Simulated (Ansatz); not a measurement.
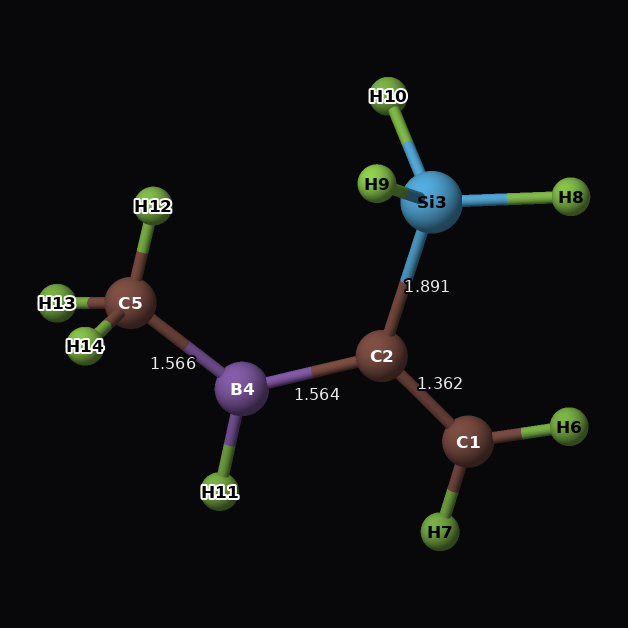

The numbers beside the sticks are distances in Å. Sticks don't show bond order. The computed structure is the end point of a PBE-D4/def2-SVP optimisation. No frequency run is at hand to confirm it as a minimum.

**Which of the marked bonds are single, double, triple or aromatic?**

C1–C2 double; C2–Si3 single; C2–B4 single; B4–C5 single.

**Write the SMILES.**

C=C([SiH3])BC
